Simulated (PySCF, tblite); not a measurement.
# C4H6NO3S radical: geometry, infrared bands and EPR parameters

Wanted: the infrared bands and EPR parameters of C4H6NO3S radical (`CC[C](C#N)S(=O)(=O)O`), by calculation.

Computed with tblite 0.8.0 and PySCF 2.14.0, with density-fitted response routines of our own, on a single molecule in the gas phase. Atoms count from 0, in the outputs and in this text.

## (1) The starting structure

15 atoms, charge 0, multiplicity 2; geometry from: force field or distance geometry start.

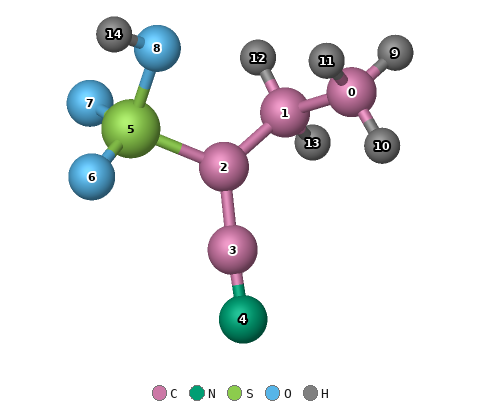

The starting geometry (carbon pink, nitrogen teal, sulfur green, oxygen blue, hydrogen grey), atoms numbered.

## (2) Relaxing the molecule with GFN2-xTB

What the job is given:

```
{"job": {"kind": "relax", "xc": "GFN2-xTB", "basis": "xTB"}, "charge": 0, "multiplicity": 2}
C      1.621000     1.041400     0.346400
C      0.889200     0.199600    -0.701400
C     -0.064600    -0.755900    -0.059500
C      0.327000    -2.009900     0.401600
N      0.707900    -3.047000     0.795300
S     -1.760000    -0.454200    -0.173100
O     -2.484200    -1.124500     0.875400
O     -2.178800    -0.520000    -1.544200
O     -1.792100     1.103200     0.241200
H      2.307600     1.727200    -0.139600
H      2.181700     0.420100     1.042000
H      0.902400     1.642200     0.931100
H      0.380200     0.855500    -1.394400
H      1.641000    -0.366200    -1.275100
H     -2.682700     1.296600     0.632400
```

Command:

```sh
> OMP_NUM_THREADS=1 python probes_run.py task.json out
```

The driver reads the jobs from task.json and runs them one after another.

Log:

```text
step      E/eV     max force
  0    -813.27076    1.838
  1    -813.34724    2.699
  2    -813.35226    2.316
  3    -813.39128    0.415
  4    -813.40013    0.294
  5    -813.41012    0.567
  6    -813.41344    0.170
  7    -813.41468    0.107
  8    -813.41745    0.273
  9    -813.41954    0.274
 10    -813.42108    0.139
 11    -813.42242    0.111
 12    -813.42434    0.213
 13    -813.42677    0.256
 14    -813.42906    0.177
 15    -813.43063    0.101
 16    -813.43185    0.117
 17    -813.43322    0.181
 18    -813.43473    0.167
 19    -813.43612    0.096
 20    -813.43728    0.092
 21    -813.43829    0.135
 22    -813.43927    0.125
 23    -813.44022    0.083
 24    -813.44103    0.076
 25    -813.44170    0.096
 26    -813.44235    0.096
 27    -813.44305    0.074
 28    -813.44384    0.068
 29    -813.44473    0.105
 30    -813.44571    0.136
 31    -813.44687    0.117
 32    -813.44840    0.117
 33    -813.45043    0.106
 34    -813.45276    0.127
 35    -813.45499    0.128
 36    -813.45713    0.125
 37    -813.45956    0.172
 38    -813.46227    0.188
 39    -813.46407    0.344
 40    -813.46648    0.168
 41    -813.46786    0.123
 42    -813.46898    0.104
 43    -813.46998    0.097
 44    -813.47104    0.070
 45    -813.47181    0.107
 46    -813.47243    0.086
 47    -813.47353    0.114
 48    -813.47509    0.131
 49    -813.47668    0.118
 50    -813.47820    0.189
 51    -813.48038    0.241
 52    -813.48306    0.298
 53    -813.48611    0.200
 54    -813.48937    0.139
 55    -813.49122    0.137
 56    -813.49317    0.148
 57    -813.49479    0.138
 58    -813.49630    0.153
 59    -813.49754    0.119
 60    -813.49924    0.125
 61    -813.50209    0.122
 62    -813.50371    0.095
 63    -813.50517    0.129
 64    -813.50624    0.118
 65    -813.50681    0.202
 66    -813.50843    0.099
 67    -813.50972    0.112
 68    -813.51092    0.090
 69    -813.51135    0.069
 70    -813.51182    0.075
 71    -813.51234    0.065
 72    -813.51280    0.111
 73    -813.51356    0.080
 74    -813.51484    0.090
 75    -813.51581    0.111
 76    -813.51682    0.120
 77    -813.51750    0.077
 78    -813.51854    0.123
 79    -813.51910    0.071
 80    -813.52005    0.079
 81    -813.52117    0.088
 82    -813.52192    0.087
 83    -813.52277    0.123
 84    -813.52409    0.072
 85    -813.52532    0.068
 86    -813.52590    0.050
 87    -813.52635    0.043
 88    -813.52658    0.027
 89    -813.52678    0.052
 90    -813.52699    0.033
 91    -813.52717    0.038
 92    -813.52727    0.031
 93    -813.52732    0.022
 94    -813.52739    0.022
 95    -813.52747    0.039
 96    -813.52755    0.038
 97    -813.52760    0.029
 98    -813.52765    0.020
 99    -813.52770    0.025
100    -813.52777    0.040
101    -813.52787    0.061
102    -813.52803    0.067
103    -813.52829    0.066
104    -813.52867    0.081
105    -813.52924    0.105
106    -813.52998    0.121
107    -813.53054    0.194
108    -813.53141    0.159
109    -813.53236    0.098
110    -813.53339    0.053
111    -813.53417    0.088
112    -813.53456    0.053
113    -813.53489    0.051
114    -813.53527    0.061
115    -813.53575    0.074
116    -813.53642    0.074
117    -813.53697    0.060
118    -813.53743    0.072
119    -813.53793    0.094
120    -813.53857    0.071
121    -813.53927    0.060
122    -813.53993    0.067
123    -813.54038    0.067
124    -813.54129    0.079
125    -813.54261    0.123
126    -813.54382    0.185
127    -813.54546    0.144
128    -813.54644    0.070
129    -813.54694    0.133
130    -813.54750    0.057
131    -813.54827    0.089
132    -813.54902    0.066
133    -813.54947    0.054
134    -813.54978    0.030
135    -813.54995    0.056
136    -813.55003    0.034
137    -813.55011    0.036
138    -813.55016    0.033
139    -813.55020    0.029
140    -813.55025    0.024
141    -813.55030    0.023
142    -813.55037    0.028
143    -813.55048    0.036
144    -813.55065    0.049
145    -813.55090    0.058
146    -813.55124    0.065
147    -813.55165    0.087
148    -813.55213    0.077
149    -813.55261    0.090
150    -813.55294    0.047
151    -813.55324    0.059
152    -813.55345    0.032
153    -813.55359    0.022
154    -813.55365    0.039
155    -813.55371    0.018
156    -813.55376    0.015
157    -813.55380    0.012
158    -813.55381    0.010
159    -813.55382    0.006
```

Wall time 1.2 s (1 thread of Arm Neoverse V1, shared host).

Relaxation path: (not every step is listed)

| step | energy from step 0 (eV) | largest force (eV/Å) |
| --- | --- | --- |
| 0 | 0.0000 | 1.8376 |
| 1 | -0.0765 | 2.6988 |
| 2 | -0.0815 | 2.3160 |
| 3 | -0.1205 | 0.4155 |
| 4 | -0.1294 | 0.2943 |
| 5 | -0.1394 | 0.5670 |
| 6 | -0.1427 | 0.1700 |
| 7 | -0.1439 | 0.1067 |
| 8 | -0.1467 | 0.2734 |
| 22 | -0.1685 | 0.1249 |
| 36 | -0.1864 | 0.1248 |
| 50 | -0.2074 | 0.1894 |
| 64 | -0.2355 | 0.1182 |
| 78 | -0.2478 | 0.1227 |
| 92 | -0.2565 | 0.0310 |
| 106 | -0.2592 | 0.1215 |
| 120 | -0.2678 | 0.0714 |
| 134 | -0.2790 | 0.0300 |
| 148 | -0.2814 | 0.0771 |
| 154 | -0.2829 | 0.0386 |
| 155 | -0.2830 | 0.0176 |
| 156 | -0.2830 | 0.0147 |
| 157 | -0.2830 | 0.0118 |
| 158 | -0.2831 | 0.0104 |
| 159 | -0.2831 | 0.0064 |

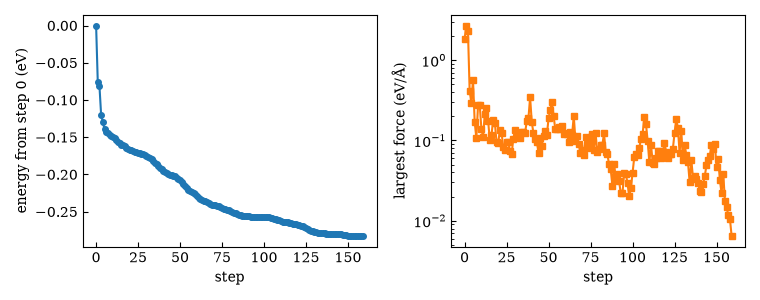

Energy and force, step by step.

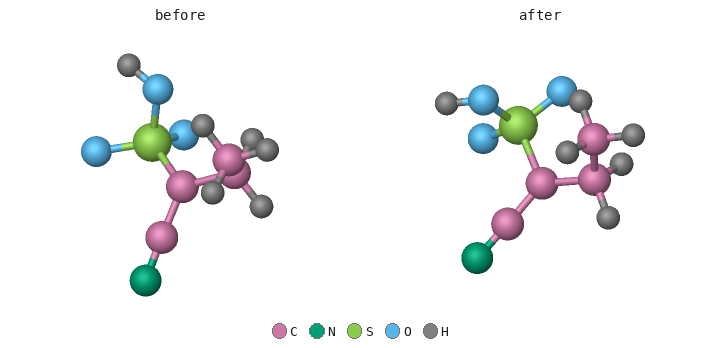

The geometry before (left) and after (right).

Close pairs (by a distance rule), those that changed most:

| bond | before (Å) | after (Å) | change (Å) |
| --- | --- | --- | --- |
| C2–S5 | 1.726 | 1.780 | +0.054 |
| C2–C3 | 1.392 | 1.356 | -0.037 |
| O8–H14 | 0.992 | 0.959 | -0.033 |
| C1–C2 | 1.495 | 1.467 | -0.028 |
| C0–H11 | 1.104 | 1.086 | -0.018 |
| C1–H12 | 1.081 | 1.095 | +0.013 |
| S5–O6 | 1.440 | 1.427 | -0.013 |
| C3–N4 | 1.173 | 1.161 | -0.012 |

The next job starts from the end point, and lists it.

## (3) Harmonic vibrations with GFN2-xTB

What the job is given:

```
{"job": {"kind": "ir", "xc": "GFN2-xTB", "basis": "xTB"}, "charge": 0, "multiplicity": 2}
C      1.330969     1.227676    -0.054114
C      1.104628    -0.109785    -0.780773
C      0.014534    -0.851654    -0.137417
C      0.095212    -1.984877     0.602330
N      0.147986    -2.940913     1.258215
S     -1.593966    -0.094337    -0.218308
O     -2.617038    -1.088758    -0.196364
O     -1.579462     0.887885    -1.248328
O     -1.636764     0.664635     1.205596
H      2.104080     1.790583    -0.570441
H      1.644215     1.052693     0.972178
H      0.410751     1.804656    -0.051891
H      0.790759     0.127160    -1.802203
H      2.024090    -0.698455    -0.801183
H     -2.244408     0.221479     1.800792
```

Log:

```text
mode    cm-1     km/mol
  1      36.5      5.17
  2      63.1      0.14
  3     108.2      8.77
  4     113.7      4.99
  5     179.3      1.86
  6     220.8     31.33
  7     235.4     28.33
  8     253.6     26.12
  9     304.0     15.56
 10     354.2      8.03
 11     389.6     16.71
 12     415.9     79.72
 13     434.7     57.17
 14     523.0     37.89
 15     537.5    108.56
 16     633.4    116.00
 17     724.2    360.84
 18     805.1     18.02
 19     879.7    153.88
 20     942.3     10.29
 21    1025.2      3.47
 22    1037.0     21.63
 23    1118.6    162.54
 24    1149.4    208.51
 25    1206.7     13.34
 26    1267.6      4.52
 27    1295.2    432.32
 28    1361.9     10.17
 29    1392.6      3.57
 30    1423.0      6.27
 31    1476.1      9.05
 32    1482.7      7.71
 33    2209.5     70.82
 34    2941.8      0.87
 35    2983.3     13.16
 36    3046.3     11.13
 37    3047.6     13.87
 38    3067.8      5.30
 39    3593.9     71.32
```

Run time: 0.53 s. Hardware: 1 thread of Arm Neoverse V1, shared host.

Which atoms move in the most intense modes:

| cm⁻¹ | km/mol | atoms |
| --- | --- | --- |
| 416 | 79.7 | O7 22 %, C3 20 %, O6 13 %, N4 11 % |
| 538 | 108.6 | C3 39 %, S5 21 % |
| 633 | 116.0 | S5 25 %, C1 20 %, C3 11 % |
| 724 | 360.8 | O8 53 %, S5 38 % |
| 880 | 153.9 | H14 80 %, O8 16 % |
| 1119 | 162.5 | O7 21 %, O6 21 %, S5 12 %, H13 11 % |
| 1149 | 208.5 | C2 19 %, O6 17 %, S5 13 %, O7 13 % |
| 1295 | 432.3 | S5 44 %, O7 30 %, O6 25 % |

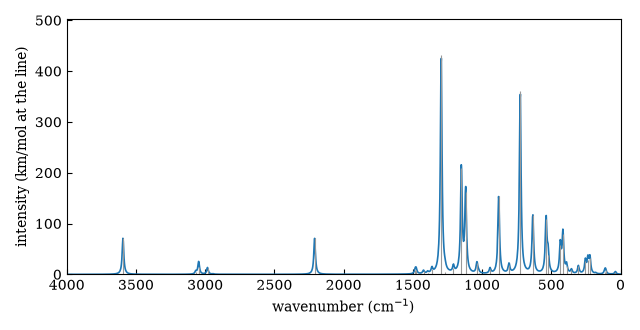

The infrared spectrum from these modes, unscaled. Lines are broadened to a width of 14 cm⁻¹ (Lorentzian).

## (4) EPR parameters: B3LYP/pcH-1

Settings changed since step 3:

```diff
@@ -1,2 +1,2 @@
-{"job": {"kind": "ir", "xc": "GFN2-xTB", "basis": "xTB"}, "charge": 0, "multiplicity": 2}
+{"job": {"kind": "epr", "basis": "pcH-1"}, "charge": 0, "multiplicity": 2}
 C      1.330969     1.227676    -0.054114
```

Method: UKS B3LYP, pcH-1 on C H N O S, non-relativistic, mean-field spin-orbit, GIAO.

Log:

```text
UKS, coarse grid
  cycle   1  E = -834.17425234  |g| = 1.02e+00
  cycle   2  E = -832.77355470  |g| = 2.18e+00
  cycle   3  E = -834.48996376  |g| = 3.34e-01
  cycle   4  E = -834.52532976  |g| = 1.79e-01
  cycle   5  E = -834.53653517  |g| = 8.18e-02
  cycle   6  E = -834.53927238  |g| = 1.85e-02
  cycle   7  E = -834.53940968  |g| = 8.59e-03
  cycle   8  E = -834.53945579  |g| = 3.59e-03
  cycle   9  E = -834.53946771  |g| = 2.04e-03
  cycle  10  E = -834.53947079  |g| = 1.37e-03
  cycle  11  E = -834.53947252  |g| = 8.89e-04
UKS, final grid
  cycle   1  E = -834.53925544  |g| = 1.57e-03
  cycle   2  E = -834.53925206  |g| = 3.40e-03
  cycle   3  E = -834.53925636  |g| = 4.23e-04
  cycle   4  E = -834.53925644  |g| = 1.12e-04
  cycle   5  E = -834.53925645  |g| = 1.05e-04
  cycle   6  E = -834.53925647  |g| = 4.01e-05
  cycle   7  E = -834.53925647  |g| = 7.13e-06
E = -834.53925647 Eh   <S^2> = 0.7647 (exact 0.7500)
g shifts (ppm)      1          2          3
  rmc          -188       -188       -188
  gc             46         -1         28
  oz_so        -393        253       1638
  total        -535         64       1478
hyperfine (MHz)  atom isotope    a_iso     a_fc   dipolar eigenvalues
    0   13C      47.85      47.85     -5.44     -5.31     10.75
    1   13C     -24.50     -24.51     -3.11     -0.85      3.97
    2   13C      78.06      78.25    -64.68    -62.77    127.45
    3   13C     -57.46     -57.48    -20.49     -1.86     22.35
    4   14N       9.12       9.14    -18.98    -14.40     33.38
    5   33S     -13.74     -13.78     -2.10      0.86      1.24
    6   17O      -1.75      -1.74     -7.31      3.43      3.88
    7   17O      -0.23      -0.22     -4.98      1.49      3.49
    8   17O     -10.80     -10.81    -12.35      5.64      6.71
    9    1H      13.30      13.30     -3.11     -1.34      4.45
   10    1H      -3.74      -3.74     -4.40     -1.28      5.68
   11    1H      -3.33      -3.33     -4.16     -1.61      5.78
   12    1H      80.12      80.13     -4.73     -2.90      7.63
   13    1H       2.86       2.86     -3.15     -3.08      6.22
   14    1H       0.02       0.02     -3.99     -0.41      4.40
```

Wall time 2.5 min (1 thread of Arm Neoverse V1, shared host); peak memory 0.97 GiB.

Principal g values 2.00178, 2.00238, 2.00380; g(iso) = 2.00266, against 2.00232 for a free electron.

Hyperfine couplings; where a row names several nuclei, a(iso) is their mean (it holds for fast rotation or exchange) and the dipolar term the largest among them:

| nuclei | isotope | a(iso) (MHz) | a(iso) (G, at g = 2.0023) | largest dipolar term (MHz) |
| --- | --- | --- | --- | --- |
| C2 | 13C | 78.1 | 27.9 | 127.4 |
| C3 | 13C | -57.5 | -20.5 | 22.3 |
| C0 | 13C | 47.8 | 17.1 | 10.7 |
| H12, H13 | 1H | 41.5 | 14.8 | 7.6 |
| C1 | 13C | -24.5 | -8.7 | 4.0 |
| S5 | 33S | -13.7 | -4.9 | -2.1 |
| O8 | 17O | -10.8 | -3.9 | -12.3 |
| N4 | 14N | 9.1 | 3.3 | 33.4 |
| H9, H10, H11 | 1H | 2.1 | 0.7 | 5.8 |
| O6, O7 | 17O | -1.0 | -0.4 | -7.3 |
| H14 | 1H | 0.0 | 0.0 | 4.4 |

Mulliken spin populations:

C0 0.04; C1 -0.05; C2 0.77; C3 -0.21; N4 0.39; S5 -0.02; O6 0.02; O7 0.01; O8 0.02; H9 0.01; H10 0.00; H11 0.00; H12 0.03; H13 0.00; H14 0.00

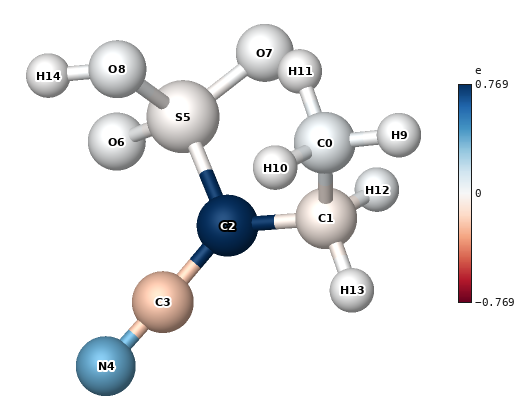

Mulliken spin populations, as colours on the atoms.

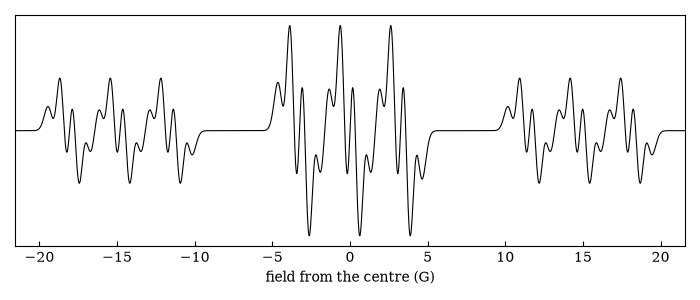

First-order isotropic spectrum (first derivative, main isotopes with spin only, couplings over 0.8 MHz, Gaussian width 0.3 G; couplings of the frozen geometry, rotation of groups not averaged beyond the rows shown).

The fields below are evaluated on a grid from the run's orbitals.

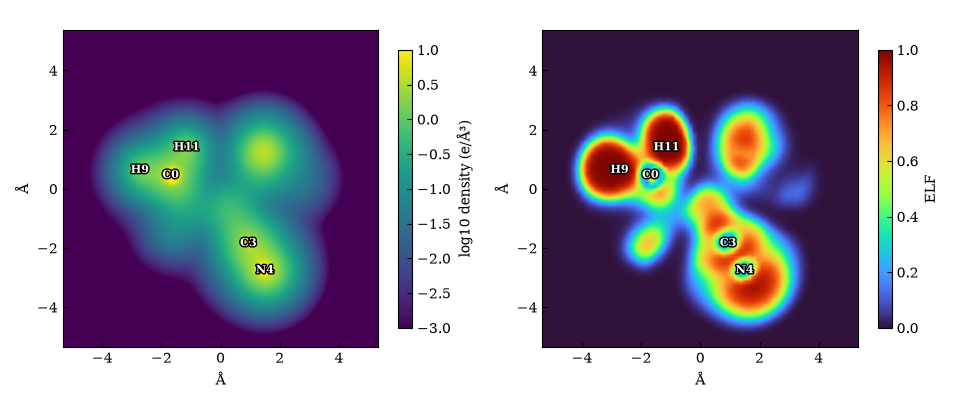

Density (left) and ELF (right) in a plane through or near 5 of the atoms.

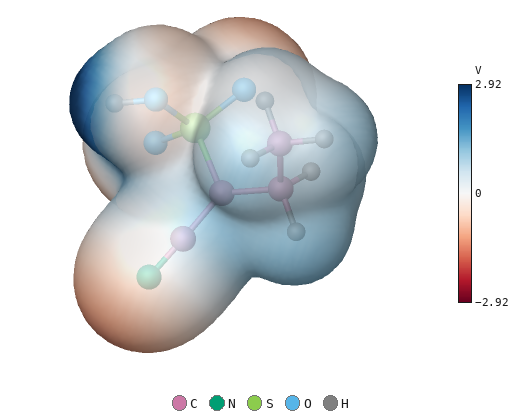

Electrostatic potential on the surface of density 0.002 e/bohr³; red is low, blue high. It runs from -1.28 V near N4 to 2.92 V near H14.

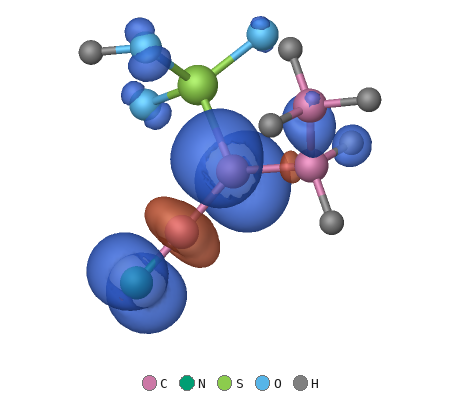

Spin density at ±0.03 e/Å³ (alpha excess blue, beta excess red).

## (5) Summary of results

| quantity | value |
| --- | --- |
| strongest single infrared mode (GFN2-xTB) | 1295 cm⁻¹, 432 km/mol |
| zero-point energy (GFN2-xTB) | 63.3 kcal/mol |
| g(iso) (B3LYP) | 2.00266 |
| ⟨S²⟩ | 0.765 (exact 0.75) |
| largest a(iso) (averaged by class) | 13C on C2, 78.1 MHz |
| potential on the surface of density 0.002 e/bohr³, 1st and 99th percentile | -1.28 V and 2.92 V |

**Reading.** The optimisation took 159 steps and gained 0.283 eV; among the close pairs (by a distance rule), C2–S5 changed most, from 1.726 to 1.780 Å. No mode is imaginary among the 39: a minimum at this level. The strongest single mode, at 1295 cm⁻¹, is spread over several atoms, S5, O7, O6 among them. Unscaled tight-binding wavenumbers are off by several per cent, some by more. Its intensities can rank the bands wrongly. The largest share of the spin, 0.77 e, sits on C2. The isotropic g lies 0.3 ppt above the free-electron value. These values are for one conformer; the search (at its own cheap level) found 2 more, at 0.00, 0.58 kcal/mol (those within 0.05 may be mirror or relabelled copies), and measured spectra average over such forms.
